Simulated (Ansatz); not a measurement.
**Abstraction of H: SiHCl3 + Ge(OH)3 → SiCl3 + GeH(OH)3**

Gas-phase species: SiHCl3 (trichlorosilane) `Cl[SiH](Cl)Cl`, singlet; Ge(OH)3, doublet; SiCl3 `Cl[Si](Cl)Cl`, doublet; GeH(OH)3, singlet. A radical takes H: the energy is the difference in strength between the Si–H bond broken and the Ge–H bond made.

Shapes, held fixed at every level: PBE0-D4/def2-TZVP. Flexible molecules stand in one conformer, not always the lowest. Programs: Ansatz 0.2.0. The zero-point and thermal change to 298 K, harmonic and unscaled (PBE0-D4/def2-TZVP), is +0.1 kJ/mol.

| level | kind | ΔH(298 K) (kJ/mol) | less CCSD(T)/def2-TZVPP |
| --- | --- | --- | --- |
| MP2/def2-TZVPP | perturbation theory | +23.7 | +0.5 |
| HF/def2-SVP | Hartree–Fock | +12.0 | -11.2 |
| r2SCAN-D4/def2-TZVPP | meta-GGA | +27.3 | +4.1 |
| BHLYP-D4/def2-TZVPP | global hybrid | +26.3 | +3.1 |
| wB97X-V/def2-TZVPP | range-separated hybrid | +29.9 | +6.7 |
| CCSD(T)/def2-SVP | coupled cluster or CI | +18.1 | -5.1 |
| CCSD/def2-SVP | coupled cluster or CI | +17.3 | -5.9 |
| CCSD(T)/def2-TZVPP | coupled cluster or CI | +23.2 | 0.0 |

The highest level, CCSD(T)/def2-TZVPP, gives ΔH(298 K) = +23.2 kJ/mol; the levels span +12.0 to +29.9. The column of differences is taken from that level and isn't an error. No measured value is set beside it here. Open shells run unrestricted. Relativity is left out for Ge. Outer-core shells of Ge are correlated, in sets that cover them unevenly.

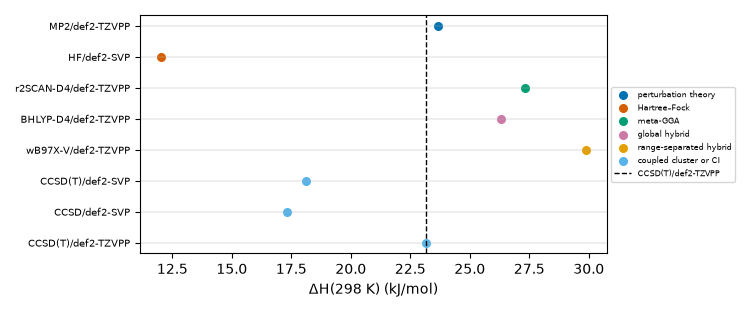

The values of the table, level by level.
